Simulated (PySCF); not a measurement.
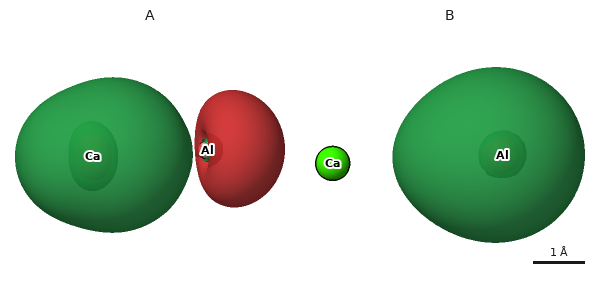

Figure 1: CaAl (charge +1). Two frontier orbitals, each drawn at the value that holds 80 % of its norm (green and red are the two phases), in no order; of a degenerate pair one member is drawn.

Method: PBE0/pcseg-1, non-relativistic, at a bond length of 3.488 Å in PySCF.

### Label each orbital by symmetry, say whether it is occupied, and order them by energy.

Orbital B: σ, occupied, −13.17 eV; mainly on Al (90 %).
Orbital A: σ, occupied, −8.80 eV; shared between the atoms (Ca 60 %, Al 40 %).
